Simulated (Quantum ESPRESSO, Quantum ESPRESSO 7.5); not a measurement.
# Sc(0001): thickness series by an ASE script

Wanted: a thickness series of Sc(0001), driven from Python.

Method: plane-wave DFT, PBE, GBRV ultrasoft pseudopotentials, in Quantum ESPRESSO 7.5.

**Measured values to reproduce.**

“Anisotropic work function of elemental crystals” (2019, arxiv:1902.07811) quotes from earlier work for Sc (polycrystalline sample, no single face): work function, loosely compared (polycrystalline sample, no single face) 3.5 eV.

This is a report of a sequence of runs, with most program output left out.

## (1) The structure

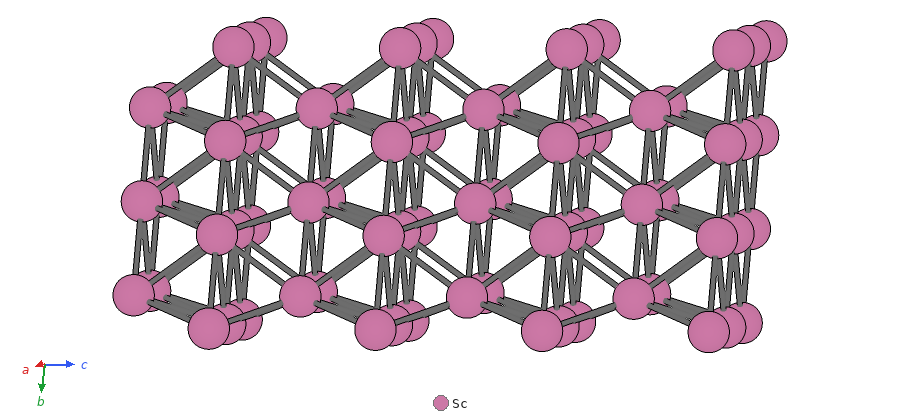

The cell as given, from the side, with the c axis across the page (scandium pink). 2×3×1 cells are drawn. Some periodic images of atoms are drawn too.

The cell holds 8 atoms: 8 Sc. Its edges and angles: a = 3.310 Å, b = 3.310 Å, c = 33.466 Å, α = 90.0°, β = 90.0°, γ = 60.0°. It derives from Sc. Vacuum lies along c.

Structure file:

```
Sc
1.0
     3.31000    0.00000    0.00000
     1.65500    2.86654    0.00000
     0.00000    0.00000   33.46649
Sc
8
Cartesian
  3.3100 1.9110 7.5000
  0.0000 0.0000 10.1381
  3.3100 1.9110 12.7761
  0.0000 0.0000 15.4142
  3.3100 1.9110 18.0523
  0.0000 0.0000 20.6904
  3.3100 1.9110 23.3284
  0.0000 0.0000 25.9665
```

## (2) The script

ASE writes the inputs, starts pw.x and reads the results. Under ESM bc1 the zero of energy of a symmetric slab is the vacuum, so the work function is minus the Fermi level.

The input, run.py:

```python
import json
import numpy as np
from ase.build import hcp0001
from ase.calculators.espresso import Espresso, EspressoProfile

profile = EspressoProfile(command='mpirun -n 4 pw.x -nk 4', pseudo_dir='../pseudo')
pseudopotentials = {'Sc': 'sc_pbe_v1.uspp.F.UPF'}
system = {'ecutwfc': 40, 'ecutrho': 200, 'occupations': 'smearing', 'smearing': 'mv', 'degauss': 0.02}


def calculator(name, kpts, **extra):
    data = dict(control=dict(tprnfor=True, verbosity='high', disk_io='none'),
                system=system | extra,
                electrons=dict(conv_thr=1e-07, mixing_beta=0.4, mixing_mode='local-TF',
                               electron_maxstep=100))
    return Espresso(profile=profile, directory=name, pseudopotentials=pseudopotentials, kpts=kpts, input_data=data)


def centre(atoms):
    z = atoms.positions[:, 2]
    atoms.positions[:, 2] -= (z.max() + z.min()) / 2  # ESM wants the slab about z = 0
    return atoms


rows = []
for n in [2, 4, 6, 8]:
    slab = centre(hcp0001('Sc', size=(1, 1, n), a=3.31, c=5.27614, vacuum=7.5, periodic=True))
    slab.set_initial_magnetic_moments([0.0] * n)
    slab.calc = calculator(f'n{n}', (12, 12, 1), assume_isolated='esm', esm_bc='bc1')
    energy = slab.get_potential_energy()
    work = -slab.calc.get_fermi_level()
    force = slab.get_forces()[-1, 2]
    rows.append([n, energy, work, force])
    print(f'{n} layers: E = {energy:.5f} eV, work function {work:.3f} eV, force on the top atom {force:+.3f} eV/A')

n, energy = np.array(rows)[:, :2].T
slope, offset = np.polyfit(n[1:], energy[1:], 1)
area = np.linalg.norm(np.cross(*slab.cell[:2]))
gamma = offset / (2 * area) * 16.0218
print(f'bulk energy from the slope {slope:.5f} eV an atom; unrelaxed surface energy {gamma:.3f} J/m^2')
json.dump(dict(rows=rows, slope=slope, gamma=gamma), open('result.json', 'w'))
```

Started as:

```sh
$ OMP_NUM_THREADS=1 python run.py
```

Run time: 8.9 min. Hardware: 4 MPI ranks of Arm Neoverse V2, shared host; peak memory 1.1 GiB; 36 min of CPU time.

Numbers from this step:

| Quantity | Value |
| --- | --- |
| surface energy | 1.283 J/m² |
| work function of the thickest slab | 3.581 eV |

Work function against layers:

| layers | work function (eV) |
| --- | --- |
| 2.00 | 3.57 |
| 4.00 | 3.58 |
| 6.00 | 3.58 |
| 8.00 | 3.58 |

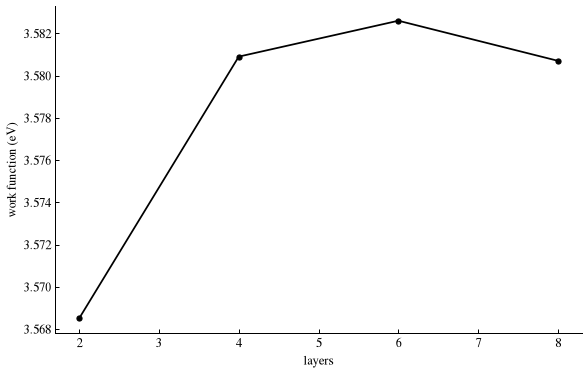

Work function against layers.

The force on the top atom along the normal by layers:

| layers | force on the top atom along the normal (eV/Å) |
| --- | --- |
| 2.00 | -0.528 |
| 4.00 | -0.256 |
| 6.00 | -0.253 |
| 8.00 | -0.254 |

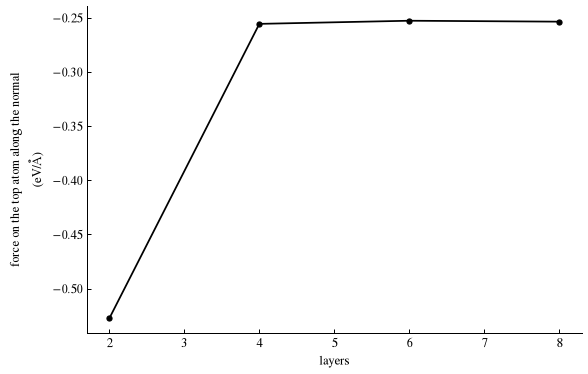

Force on the top atom along the normal against layers.

Energy less the bulk line's slope against layers:

| layers | energy less the bulk line's slope (meV) |
| --- | --- |
| 2.00 | 1475 |
| 4.00 | 1520 |
| 6.00 | 1520 |
| 8.00 | 1520 |

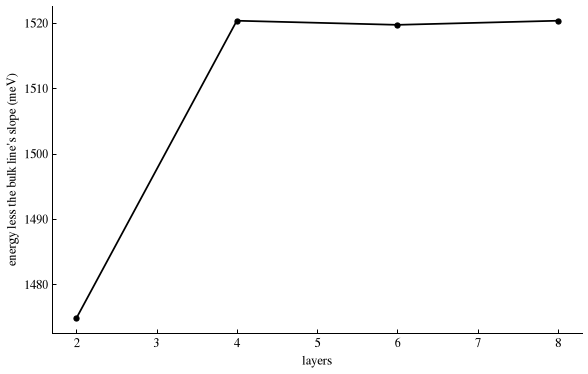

Energy less the bulk line's slope, plotted against layers.

## (3) The script: PBE, SSSP efficiency

Level of this step: plane-wave DFT, PBE, SSSP efficiency pseudopotentials (Quantum ESPRESSO 7.5).

run.py, as its differences from the input of step 2:

```diff
@@ -6,4 +6,4 @@
 profile = EspressoProfile(command='mpirun -n 4 pw.x -nk 4', pseudo_dir='../pseudo')
-pseudopotentials = {'Sc': 'sc_pbe_v1.uspp.F.UPF'}
-system = {'ecutwfc': 40, 'ecutrho': 200, 'occupations': 'smearing', 'smearing': 'mv', 'degauss': 0.02}
+pseudopotentials = {'Sc': 'Sc_ONCV_PBE-1.0.oncvpsp.upf'}
+system = {'ecutwfc': 45, 'ecutrho': 360, 'occupations': 'smearing', 'smearing': 'mv', 'degauss': 0.02}
```

Started as:

```sh
$ OMP_NUM_THREADS=1 python run.py
```

Elapsed: 11 min, on 4 MPI ranks; peak memory 1.3 GiB; 43 min of CPU time.

This step gave:

| Property | Result |
| --- | --- |
| surface energy | 1.281 J/m² |
| work function of the thickest slab | 3.575 eV |

The work function by layers:

| layers | work function (eV) |
| --- | --- |
| 2.00 | 3.56 |
| 4.00 | 3.58 |
| 6.00 | 3.58 |
| 8.00 | 3.58 |

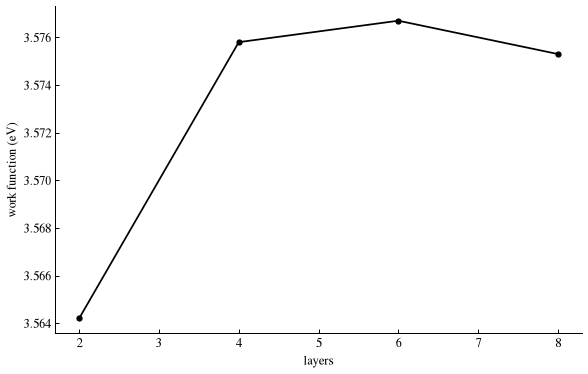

Work function, plotted against layers.

The force on the top atom along the normal by layers:

| layers | force on the top atom along the normal (eV/Å) |
| --- | --- |
| 2.00 | -0.535 |
| 4.00 | -0.257 |
| 6.00 | -0.255 |
| 8.00 | -0.254 |

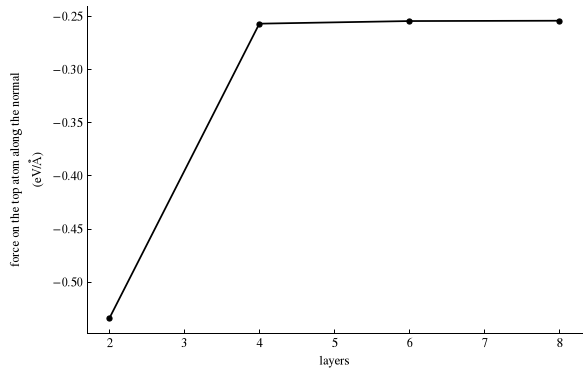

Force on the top atom along the normal, plotted against layers.

Table of energy less the bulk line's slope by layers:

| layers | energy less the bulk line's slope (meV) |
| --- | --- |
| 2.00 | 1471 |
| 4.00 | 1518 |
| 6.00 | 1517 |
| 8.00 | 1518 |

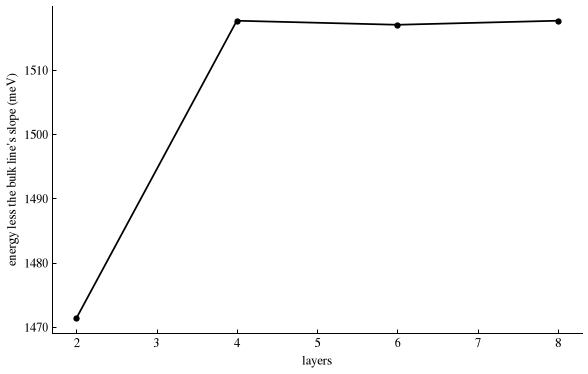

Energy less the bulk line's slope, plotted against layers.

## (4) A check by hand

γ = (E_N − N e_bulk)/(2A). The excess of the thickest slab is 1.520 eV and A = 9.488 Å²: 1.520/(2 × 9.488) × 16.02 = 1.28 J/m² (1 eV/Å² = 16.02 J/m²); the fit's intercept gives 1.28.

## (5) Summary of results

```
work function of the thickest slab, PBE, GBRV ultrasoft  : 3.58 eV
unrelaxed surface energy, PBE, GBRV ultrasoft            : 1.28 J/m²
work function of the thickest slab, PBE, SSSP efficiency : 3.58 eV
unrelaxed surface energy, PBE, SSSP efficiency           : 1.28 J/m²
```

What this shows: The thickest slab gives a work function of 3.58 eV and the series an unrelaxed surface energy of 1.28 J/m² (PBE, GBRV ultrasoft). The work function swings by 0.01 eV over 2 to 8 layers and by 0.00 eV over the last step; confined states crossing the Fermi level and the finite mesh both contribute. From 2 layers on it stays within 0.1 eV. The force on the top atom of the thickest slab points inwards (0.25 eV/Å). The slabs are cut from the bulk at the tabulated lattice constant and not relaxed; the surface energy comes from a straight line through the energies of all but the thinnest slab.

Calculation against experiment:

| quantity | measured | PBE, GBRV | PBE, SSSP efficiency |
| --- | --- | --- | --- |
| work function, loosely compared (polycrystalline sample, no single face) (eV) | 3.5 | 3.58 (+0.08 eV) | 3.58 (+0.08 eV) |

Measured values from arxiv:1902.07811 (2019).

Verdict: A polycrystal averages over faces, so this is a loose comparison.

[Logs are printed without paths, hosts, clocks, repeated set-up lines and the standing remarks that a program may print on its own settings, such as how far it seeks lower states.]

[Hosts, paths, dates, database ids (printed as entryN), source tags and the programs' standing remarks are cut or masked in the printed files.]

[Maps of the electrostatic potential energy from Ansatz leave out the sawtooth potential of an applied field or a dipole correction, so their vacuum need not be flat; planar profiles and work functions include it.]
